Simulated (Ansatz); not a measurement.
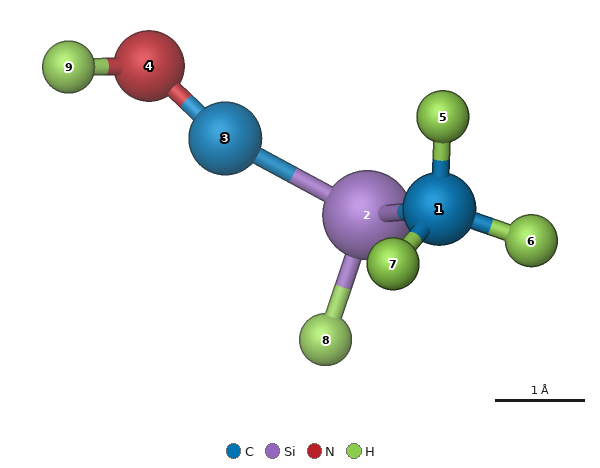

Figure 1. The structure as given in the input (ball-and-stick view, seen at a tilt; atoms are numbered from 1 in the order of the input).

C2H5NSi: nudged elastic band

The run: nudged elastic band of C2H5NSi. Method and program: UKS B3LYP/cc-pVDZ (Ansatz 0.2.0).

It belongs to a series of runs on one base structure; here: band between the two ends. Figures and captions count atoms from 1; the log counts them from 0 in places.

### Output
```
Engine: ansatz 0.2.0, x86_64-unknown-linux-gnu
Functional definition: B3LYP
  parameter a0 = 0.2
  parameter ax = 0.72
  parameter ac = 0.81
  exchange = (1 - a0 - ax)*slater_x + ax*b88_x + a0*exact_x
  correlation = (1 - ac)*vwn_rpa_c + ac*lyp_c
923 factors; integrals over basis functions are off by at most 3.2e-4 eV
mean field evaluation 1: about -11513.5204 eV, gradient 4.1e1 eV
mean field evaluation 2: about -11501.2600 eV, gradient 6.1e1 eV
mean field evaluation 4: about -11521.5874 eV, gradient 3.9e0 eV
mean field evaluation 8: about -11521.6910 eV, gradient 1.8e-1 eV
mean field evaluation 16: about -11521.6913 eV, gradient 1.9e-5 eV
mean field -11521.69125661 eV, -423.4143439974 hartree, gradient 1.9e-5 eV, S^2 0.000000; 1 other end points of the search recorded, 0 dependent functions left out
the calculation of the forces begins
reference -11521.69149867 eV, -423.4143528931 hartree; 19, 19 occupied and 66, 66 virtual orbitals, 923 factors
923 factors; integrals over basis functions are off by at most 5.8e-4 eV
mean field evaluation 32: about -11520.1822 eV, gradient 1.2e-2 eV
mean field -11520.27782806 eV, -423.3624014564 hartree, gradient 1.2e-5 eV, S^2 0.438688; 4 other end points of the search recorded, 0 dependent functions left out
[... from here on the field's lines of each further geometry are left out, up to the last ...]
NEB iter   1: max|band force component| = 8.929e0 eV/Å  barrier→ = 3.7442 eV  barrier← = 2.3308 eV  Δτ_max = 0.2000 Å  (538 SCF iters)
NEB iter   2: max|band force component| = 2.096e0 eV/Å  barrier→ = 3.0449 eV  barrier← = 1.6315 eV  Δτ_max = 0.1986 Å  (219 SCF iters)
NEB iter   3: max|band force component| = 1.538e0 eV/Å  barrier→ = 2.8954 eV  barrier← = 1.4820 eV  Δτ_max = 0.1927 Å  (202 SCF iters)
NEB iter   4: max|band force component| = 1.530e0 eV/Å  barrier→ = 2.9347 eV  barrier← = 1.5213 eV  Δτ_max = 0.1999 Å  (225 SCF iters)
NEB iter   5: max|band force component| = 1.255e0 eV/Å  barrier→ = 2.9233 eV  barrier← = 1.5099 eV  Δτ_max = 0.1548 Å  (206 SCF iters)
NEB iter   6: max|band force component| = 5.426e-1 eV/Å  barrier→ = 2.8546 eV  barrier← = 1.4412 eV  Δτ_max = 0.0873 Å  (186 SCF iters)
NEB iter   7: max|band force component| = 5.161e-1 eV/Å  barrier→ = 2.8669 eV  barrier← = 1.4535 eV  CI = image 3  Δτ_max = 0.0423 Å  (205 SCF iters)
NEB iter   8: max|band force component| = 2.133e-1 eV/Å  barrier→ = 2.8767 eV  barrier← = 1.4632 eV  CI = image 3  Δτ_max = 0.0713 Å  (185 SCF iters)
NEB iter   9: max|band force component| = 2.895e-1 eV/Å  barrier→ = 2.8759 eV  barrier← = 1.4624 eV  CI = image 3  Δτ_max = 0.0355 Å  (194 SCF iters)
NEB iter  10: max|band force component| = 1.469e-1 eV/Å  barrier→ = 2.8702 eV  barrier← = 1.4568 eV  CI = image 3  Δτ_max = 0.0232 Å  (185 SCF iters)
NEB iter  11: max|band force component| = 8.698e-2 eV/Å  barrier→ = 2.8679 eV  barrier← = 1.4545 eV  CI = image 3  Δτ_max = 0.0224 Å  (187 SCF iters)
NEB iter  12: max|band force component| = 1.005e-1 eV/Å  barrier→ = 2.8673 eV  barrier← = 1.4538 eV  CI = image 3  Δτ_max = 0.0112 Å  (179 SCF iters)
the calculation of the forces begins
reference -11520.15960417 eV, -423.3580568087 hartree; 19, 19 occupied and 66, 66 virtual orbitals, 923 factors
923 factors; integrals over basis functions are off by at most 8.8e-4 eV
mean field evaluation 800: about -11510.2356 eV, gradient 4.1e1 eV
mean field evaluation 832: about -11518.8241 eV, gradient 2.4e-2 eV
mean field -11518.82406896 eV, -423.3089767950 hartree, gradient 1.6e-5 eV, S^2 0.541356; 6 other end points of the search recorded, 0 dependent functions left out
the calculation of the forces begins
reference -11518.82432069 eV, -423.3089860459 hartree; 19, 19 occupied and 66, 66 virtual orbitals, 923 factors
NEB iter  13: max|band force component| = 3.681e-2 eV/Å  barrier→ = 2.8672 eV  barrier← = 1.4538 eV  CI = image 3  Δτ_max = 0.0000 Å  (508 SCF iters)
```

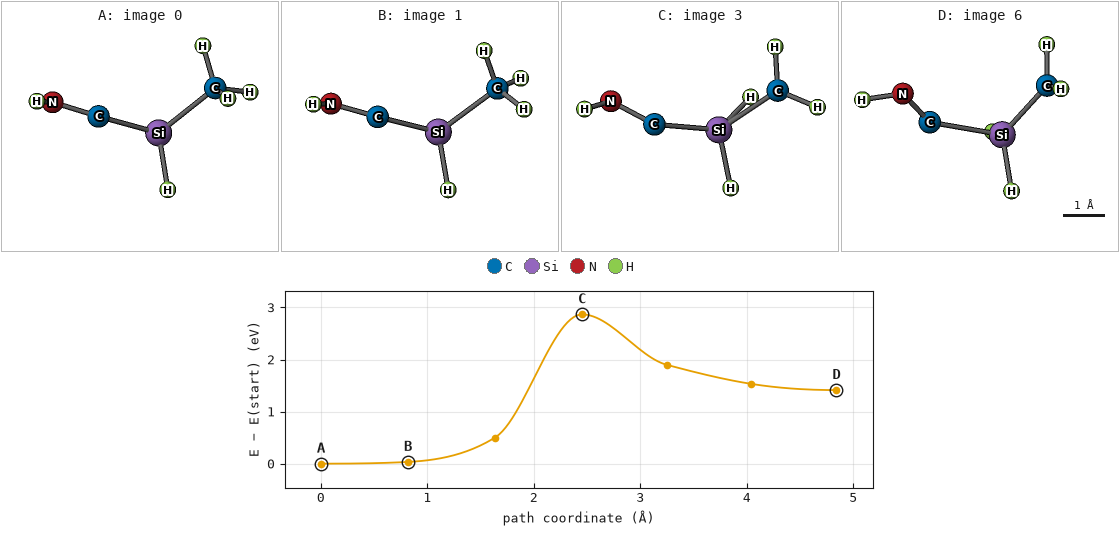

Figure 2. Images of the last band (counted from 0; ball-and-stick, seen at a tilt) above the energy along the path; the line is a cubic interpolation that uses the forces. The highest image is number 3, 2.867 eV above the start and 1.454 eV above the end (the climbing image); the end lies 1.413 eV above the start. The path is 4.84 Å long. The band converged in 13 iterations.

```
Total energy: -11518.82432069 eV, -423.3089860459 hartree
Atom 0 at    -1.152506     1.148258    -0.429165 Å, force    -0.002047     0.010197     0.003530 eV/Å
Atom 1 at     0.055231    -0.218779    -0.637538 Å, force     0.014357     0.004102    -0.001706 eV/Å
Atom 2 at     1.248924    -0.655451     0.753196 Å, force    -0.005686    -0.006808    -0.004455 eV/Å
Atom 3 at     1.378319    -1.448854     1.686786 Å, force     0.009408     0.008181    -0.000812 eV/Å
Atom 4 at    -1.905413     1.074071     0.362392 Å, force    -0.002722    -0.002394    -0.001870 eV/Å
Atom 5 at    -1.467890    -0.465840    -1.017155 Å, force    -0.013074    -0.005766     0.000655 eV/Å
Atom 6 at    -1.265823     1.994250    -1.118352 Å, force     0.002017    -0.002462     0.000839 eV/Å
Atom 7 at     0.881650    -0.069236    -1.867510 Å, force     0.002108    -0.001062    -0.000249 eV/Å
Atom 8 at     2.227500    -1.358418     2.267347 Å, force    -0.004362    -0.003988     0.004069 eV/Å
Dipole moment:     0.105993     0.128457     0.097485 e Å
this run last wrote the band of iteration 13 to [file]
```

### The last band as extended XYZ (Å, eV, eV/Å)
```
9
Properties=species:S:1:pos:R:3:forces:R:3 image=0 energy=-11521.69126
C    -1.2559    0.7238   -0.5519    0.0039   0.0037  -0.0080
Si    0.0117   -0.6975   -0.7974   -0.0037   0.0065  -0.0111
C     1.0370   -0.7732    0.7099   -0.0004  -0.0013   0.0086
N     1.5499   -1.2548    1.7002    0.0116  -0.0070  -0.0055
H    -1.8024    0.5911    0.3951    0.0002  -0.0019   0.0083
H    -1.9951    0.6789   -1.3684    0.0018   0.0006  -0.0026
H    -0.7896    1.7209   -0.5619   -0.0016  -0.0019   0.0019
H     1.0482   -0.2793   -1.8090   -0.0061  -0.0050   0.0007
H     2.1963   -0.7099    2.2834   -0.0056   0.0063   0.0078
9
Properties=species:S:1:pos:R:3:forces:R:3 image=1 energy=-11521.65755
C    -1.2865    0.7404   -0.5826   -0.0063  -0.0215  -0.0019
Si    0.1209   -0.5427   -0.7795   -0.0206  -0.0498  -0.0374
C     1.0676   -0.7664    0.7497   -0.0154  -0.0212  -0.0095
N     1.5416   -1.3947    1.6817    0.0104   0.0274  -0.0084
H    -1.6032    0.8497    0.4661    0.0315  -0.0341   0.0141
H    -2.1534    0.3738   -1.1543   -0.0544   0.0575  -0.0115
H    -1.0081    1.7307   -0.9763    0.0403  -0.0129   0.0332
H     1.1545   -0.0620   -1.7574    0.0310   0.0098   0.0196
H     2.1666   -0.9287    2.3526   -0.0166   0.0448   0.0019
9
Properties=species:S:1:pos:R:3:forces:R:3 image=2 energy=-11521.19019
C    -1.2806    0.8603   -0.5563   -0.2490  -0.5323  -0.2061
Si    0.2281   -0.2508   -0.6064    0.3312  -0.0437   0.0408
C     1.1981   -0.6974    0.8007   -0.1015  -0.1018   0.0884
N     1.4871   -1.4874    1.7027    0.2078  -0.1043  -0.0153
H    -1.7859    1.0315    0.4041    0.2123  -0.0982   0.1014
H    -1.8467    0.0469   -1.0759   -0.7004   0.9848  -0.1345
H    -1.2440    1.7981   -1.1424    0.0383  -0.3391   0.0102
H     0.9937   -0.0849   -1.8658    0.2274   0.0338   0.0073
H     2.2501   -1.2163    2.3395    0.0339   0.2009   0.1077
9
Properties=species:S:1:pos:R:3:forces:R:3 image=3 energy=-11518.82407
C    -1.1525    1.1483   -0.4292   -0.0020   0.0102   0.0035
Si    0.0552   -0.2188   -0.6375    0.0144   0.0041  -0.0017
C     1.2489   -0.6555    0.7532   -0.0057  -0.0068  -0.0045
N     1.3783   -1.4489    1.6868    0.0094   0.0082  -0.0008
H    -1.9054    1.0741    0.3624   -0.0027  -0.0024  -0.0019
H    -1.4679   -0.4658   -1.0172   -0.0131  -0.0058   0.0007
H    -1.2658    1.9943   -1.1184    0.0020  -0.0025   0.0008
H     0.8817   -0.0692   -1.8675    0.0021  -0.0011  -0.0002
H     2.2275   -1.3584    2.2673   -0.0044  -0.0040   0.0041
9
Properties=species:S:1:pos:R:3:forces:R:3 image=4 energy=-11519.79226
C    -1.1002    1.3221   -0.3412    0.0440   0.1474   0.0697
Si   -0.0583   -0.1602   -0.6885   -0.1009   0.0469  -0.0428
C     1.1753   -0.6022    0.7083   -0.0642   0.0614  -0.0360
N     1.2919   -1.4479    1.6037   -0.0699   0.0288  -0.0558
H    -1.9010    1.2145    0.4001    0.0038   0.1301   0.0238
H    -1.1985   -1.0866   -0.9867    0.2393  -0.5818   0.0357
H    -1.1797    2.1826   -1.0103    0.0706   0.1516   0.0687
H     0.8282   -0.0144   -1.8811   -0.0499   0.0253  -0.0137
H     2.1422   -1.4078    2.1956   -0.0729  -0.0096  -0.0496
9
Properties=species:S:1:pos:R:3:forces:R:3 image=5 energy=-11520.15935
C    -1.1574    1.2903   -0.3809   -0.0398  -0.0087  -0.0111
Si   -0.1593   -0.1504   -0.8021   -0.0479  -0.0170  -0.0548
C     1.1267   -0.8136    0.5387   -0.0601  -0.1216  -0.0836
N     1.2375   -1.0215    1.7347    0.0111   0.2339   0.0618
H    -1.9021    1.2386    0.4211   -0.0088   0.0103  -0.0035
H    -1.0109   -1.3683   -0.9399    0.1122  -0.1548   0.0178
H    -0.9135    2.2995   -0.7267    0.1237   0.0607   0.1334
H     0.7328    0.0415   -1.9805   -0.0358   0.0354  -0.0364
H     2.0462   -1.5160    2.1355   -0.0545  -0.0382  -0.0236
9
Properties=species:S:1:pos:R:3:forces:R:3 image=6 energy=-11520.27783
C    -1.0994    1.2426   -0.3357   -0.0018   0.0035   0.0020
Si   -0.2465   -0.2303   -0.9018    0.0003   0.0002  -0.0005
C     0.9257   -0.8978    0.5231    0.0025  -0.0005   0.0069
N     1.3068   -0.6999    1.6616   -0.0012  -0.0004  -0.0035
H    -1.9422    1.1567    0.3605    0.0021   0.0001  -0.0014
H    -1.1041   -1.4272   -1.1455    0.0000  -0.0008  -0.0003
H    -0.5670    2.1998   -0.2817   -0.0012  -0.0022  -0.0001
H     0.7376   -0.0302   -2.0058    0.0003  -0.0002  -0.0009
H     1.9891   -1.3138    2.1252   -0.0011   0.0003  -0.0022
```

This output came from the following input.

### Input
```yaml
crystal:
  periodic: [false, false, false]
  atoms:
    - { symbol: C, position_ang: [-1.255914, 0.723829, -0.551942] }
    - { symbol: Si, position_ang: [0.01168, -0.697485, -0.797358] }
    - { symbol: C, position_ang: [1.03695, -0.773172, 0.709898] }
    - { symbol: "N", position_ang: [1.549904, -1.254814, 1.700239] }
    - { symbol: H, position_ang: [-1.802399, 0.591083, 0.39507] }
    - { symbol: H, position_ang: [-1.995147, 0.678857, -1.368363] }
    - { symbol: H, position_ang: [-0.789625, 1.720876, -0.561938] }
    - { symbol: H, position_ang: [1.048247, -0.279305, -1.808982] }
    - { symbol: H, position_ang: [2.196296, -0.709868, 2.283377] }
magnetization:
  spin_polarized: true
basis:
  gaussian: { orbitals: cc-pVDZ }
hamiltonian:
  xc: b3lyp
neb:
  order_check: false
  images: 5
  f_tol: 0.05
  max_iterations: 60
  final_atoms:
    - { symbol: C, position_ang: [-1.09941348, 1.24263921, -0.33574527] }
    - { symbol: Si, position_ang: [-0.24646967, -0.23031703, -0.90176824] }
    - { symbol: C, position_ang: [0.92565807, -0.89781631, 0.52311864] }
    - { symbol: "N", position_ang: [1.30683983, -0.69992651, 1.66159158] }
    - { symbol: H, position_ang: [-1.94221956, 1.15673874, 0.36052521] }
    - { symbol: H, position_ang: [-1.10406426, -1.4271593, -1.14551538] }
    - { symbol: H, position_ang: [-0.5670439, 2.19979824, -0.281667] }
    - { symbol: H, position_ang: [0.73759756, -0.03017566, -2.00578337] }
    - { symbol: H, position_ang: [1.9891074, -1.31378039, 2.12524483] }
  initial_path:
    images:
      - { positions_ang: [[-1.255914, 0.723829, -0.551942], [0.01168, -0.697485, -0.797358], [1.03695, -0.773172, 0.709898], [1.549904, -1.254814, 1.700239], [-1.802399, 0.591083, 0.39507], [-1.995147, 0.678857, -1.368363], [-0.789625, 1.720876, -0.561938], [1.048247, -0.279305, -1.808982], [2.196296, -0.709868, 2.283377]] }
      - { positions_ang: [[-1.26837593, 0.82155503, -0.54674165], [0.03436488, -0.55734109, -0.7601292], [1.06041032, -0.70154403, 0.71843839], [1.49753607, -1.29692441, 1.67061453], [-1.78215947, 0.72943944, 0.41407331], [-1.84238417, 0.2698675, -1.31449922], [-0.82884665, 1.81978654, -0.61395043], [0.96452594, -0.2359613, -1.85575946], [2.164921, -0.84887667, 2.28795473]] }
      - { positions_ang: [[-1.28083786, 0.91928106, -0.5415413], [0.05704976, -0.41719718, -0.7229004], [1.08387065, -0.62991607, 0.72697878], [1.44516814, -1.33903482, 1.64099006], [-1.76191993, 0.86779588, 0.43307662], [-1.68962135, -0.139122, -1.26063545], [-0.86806829, 1.91869707, -0.66596285], [0.88080488, -0.1926176, -1.90253692], [2.133546, -0.98788534, 2.29253245]] }
      - { positions_ang: [[-1.29329979, 1.01700709, -0.53634095], [0.07973464, -0.27705327, -0.6856716], [1.10733097, -0.5582881, 0.73551917], [1.39280021, -1.38114522, 1.61136559], [-1.7416804, 1.00615232, 0.45207993], [-1.53685852, -0.54811151, -1.20677167], [-0.90728994, 2.01760761, -0.71797528], [0.79708383, -0.1492739, -1.94931438], [2.102171, -1.12689401, 2.29711018]] }
      - { positions_ang: [[-1.22867102, 1.0922178, -0.46947572], [-0.02900013, -0.26147452, -0.75770381], [1.04677333, -0.67146417, 0.66471899], [1.36414675, -1.15407232, 1.62810759], [-1.80852678, 1.05634779, 0.42156169], [-1.39259377, -0.84112744, -1.18635291], [-0.79387459, 2.07833782, -0.57253919], [0.77725507, -0.10957449, -1.96813737], [2.06448313, -1.18918947, 2.23982173]] }
      - { positions_ang: [[-1.16404225, 1.16742851, -0.4026105], [-0.1377349, -0.24589577, -0.82973603], [0.9862157, -0.78464024, 0.59391881], [1.33549329, -0.92699941, 1.64484958], [-1.87537317, 1.10654326, 0.39104345], [-1.24832901, -1.13414337, -1.16593414], [-0.68045924, 2.13906803, -0.42710309], [0.75742632, -0.06987508, -1.98696037], [2.02679526, -1.25148493, 2.18253328]] }
      - { positions_ang: [[-1.09941348, 1.24263921, -0.33574527], [-0.24646967, -0.23031703, -0.90176824], [0.92565807, -0.89781631, 0.52311864], [1.30683983, -0.69992651, 1.66159158], [-1.94221956, 1.15673874, 0.36052521], [-1.10406426, -1.4271593, -1.14551538], [-0.5670439, 2.19979824, -0.281667], [0.73759756, -0.03017566, -2.00578337], [1.9891074, -1.31378039, 2.12524483]] }
```

Launched with:
```bash
ansatz run input.yaml --threads 2 --pin off --max-ram 3072MiB --backend cpu --events-out ev --progress --plain --runs-dir out
```

### Results in brief

| quantity | value |
| --- | --- |
| outcome | converged |
| barrier, forward | 2.867 eV |
| barrier, backward | 1.454 eV |
| hardware | 2 threads of Intel Xeon (Granite Rapids), 16 GiB of memory available, shared host |
| wall time | 2.1 min (CPU time 4.1 min) |
| peak memory | 0.26 GiB |

### Remarks

⟨S²⟩ is 0.54 against 0.00 for a pure state: the solution is spin-contaminated. The order of the saddle point was not checked.
